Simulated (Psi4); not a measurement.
# CCSD/cc-pVTZ run of CH3Br (bromomethane)

Wanted: a single-point energy of CH3Br (bromomethane). Input form: a Python script.

The results are computed with Psi4 1.11.

2 further runs of the same task are left out: 2 that didn't finish.

## (1) The system as given

CH3Br has 5 atoms, charge 0, and is taken as a singlet. SMILES: `CBr`. The coordinates come from a PBE0-D4/def2-TZVP relaxation.

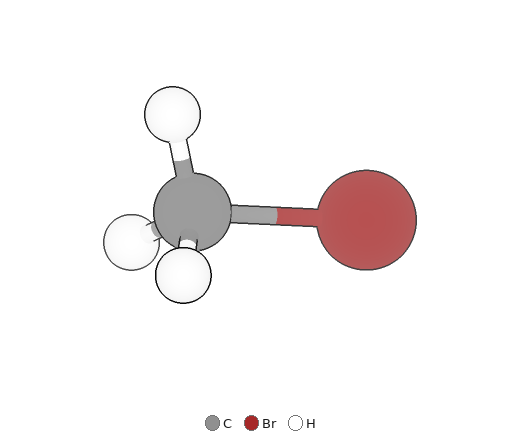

Viewed from a chosen angle; carbon grey, bromine red, hydrogen white.

## (2) A single-point energy at CCSD/cc-pVTZ

The input, ch3br.xyz:

```xyz
5
CH3Br
C     -0.106300     0.123600     0.088400
Br     1.001100    -1.164400    -0.833200
H      0.516500     0.973700     0.351300
H     -0.506300    -0.354100     0.978000
H     -0.905000     0.421200    -0.584500
```

The input, calc.py:

```python
import psi4

psi4.set_memory(1600000000)
psi4.set_num_threads(1)
psi4.set_output_file('run.log', False)

with open('ch3br.xyz') as f:
    atoms = ''.join(f.readlines()[2:])
geom = psi4.geometry('0 1\n' + atoms + 'symmetry c1')

psi4.set_options({
    'basis': 'cc-pVTZ',
    'puream': True,
    'e_convergence': 1e-09,
    'd_convergence': 1e-08,
    'scf_type': 'pk',
    'num_frozen_docc': 10,
})

e_tot, wfn = psi4.energy("ccsd", molecule=geom, return_wfn=True)
print('E =', round(e_tot, 9))
for k, v in sorted(psi4.core.scalar_variables().items()):
    print(f'{k:45s} {v:18.10f}')
```

Run with:

```
$ python calc.py
```

run.log:

```text
[...]
  Running in c1 symmetry.
[...]
  Nuclear repulsion =   89.459743213779106
[...]
  Multiplicity = 1
[...]
  Nalpha       = 22
  Nbeta        = 22
[...]
    Number of basis functions: 115
[...]
   @RHF iter   1: -2611.92206854182723   -1.91702e+00   7.96614e-03 ADIIS/DIIS
[...]
   @RHF iter  10: -2612.09218937705373   -3.68345e-11   4.00365e-09 DIIS
[...]
    Orbital Energies [Eh]
    ---------------------
    Doubly Occupied:
       1A   -490.010282     2A    -65.150730     3A    -58.505953
       4A    -58.504575     5A    -58.504575     6A    -11.288401
       7A     -9.824566     8A     -7.436142     9A     -7.429435
      10A     -7.429435    11A     -3.179690    12A     -3.176227
      13A     -3.176227    14A     -3.167632    15A     -3.167632
      16A     -1.062104    17A     -0.896147    18A     -0.611656
      19A     -0.611616    20A     -0.506399    21A     -0.401017
      22A     -0.401013
[...]
  @RHF Final Energy: -2612.09218937705373
   => Energetics <=
    Nuclear Repulsion Energy =             89.4597432137791060
    One-Electron Energy =               -3814.2209552682684262
    Two-Electron Energy =                1112.6690226774353505
    Total Energy =                      -2612.0921893770541828
[...]
 Multipole Moments:
 ------------------------------------------------------------------------------------
     Multipole            Electronic (a.u.)      Nuclear  (a.u.)        Total (a.u.)
 ------------------------------------------------------------------------------------
 L = 1.  Multiply by 2.5417464519 to convert [e a0] to [Debye]
 Dipole X            :          4.2025590           -4.6833051           -0.4807461
 Dipole Y            :         -4.8881171            5.4472597            0.5591426
 Dipole Z            :         -3.4977747            3.8978624            0.4000877
 Magnitude           :                                                    0.8389442
[...]
      * MP2 total energy                      = -2612.501187365512578
[...]
      * CCSD total energy                     = -2612.525058224529403
```

The script printed:

```text
E = -2612.525058225
CC D1 DIAGNOSTIC                                    0.0235574305
CC D2 DIAGNOSTIC                                    0.1569593796
CC NEW D1 DIAGNOSTIC                                0.0235574305
CC T1 DIAGNOSTIC                                    0.0067553293
CCSD CORRELATION ENERGY                            -0.4328688475
CCSD DOUBLES ENERGY                                -0.4328688475
CCSD ITERATIONS                                    13.0000000000
CCSD OPPOSITE-SPIN CORRELATION ENERGY              -0.3357125780
CCSD SAME-SPIN CORRELATION ENERGY                  -0.0971562695
CCSD SINGLES ENERGY                                 0.0000000000
CCSD TOTAL ENERGY                               -2612.5250582245
CURRENT CORRELATION ENERGY                         -0.4328688475
CURRENT ENERGY                                  -2612.5250582245
CURRENT REFERENCE ENERGY                        -2612.0921893771
DD SOLVATION ENERGY                                 0.0000000000
HF KINETIC ENERGY                                2612.0740696470
HF POTENTIAL ENERGY                             -5224.1662590240
HF TOTAL ENERGY                                 -2612.0921893771
HF VIRIAL RATIO                                     2.0000069369
MP2 CORRELATION ENERGY                             -0.4089979885
MP2 DOUBLES ENERGY                                 -0.4089979885
MP2 OPPOSITE-SPIN CORRELATION ENERGY               -0.3054219369
MP2 SAME-SPIN CORRELATION ENERGY                   -0.1035760516
MP2 SINGLES ENERGY                                 -0.0000000000
MP2 TOTAL ENERGY                                -2612.5011873655
NUCLEAR REPULSION ENERGY                           89.4597432138
ONE-ELECTRON ENERGY                             -3814.2209552683
PCM POLARIZATION ENERGY                             0.0000000000
PE ENERGY                                           0.0000000000
SCF ITERATION ENERGY                            -2612.0921893771
SCF ITERATIONS                                     10.0000000000
SCF TOTAL ENERGY                                -2612.0921893771
TWO-ELECTRON ENERGY                              1112.6690226774
```

Wall time 70 s (1 thread of Intel Xeon Platinum 8375C at 2.90GHz (Ice Lake), shared host); peak memory 1.3 GiB.

## (3) Outcome

At CCSD/cc-pVTZ, 10 core orbitals frozen:

| quantity | value |
| --- | --- |
| total energy | -2612.52506 Eh |
| HOMO energy (Hartree–Fock orbitals) | -10.91 eV |
| LUMO energy (Hartree–Fock orbitals) | 3.24 eV |
| HOMO–LUMO gap (Hartree–Fock orbitals) | 14.15 eV |
| correlation energy (10 core orbitals frozen) | -432.9 mEh |
| T1 diagnostic | 0.007 |
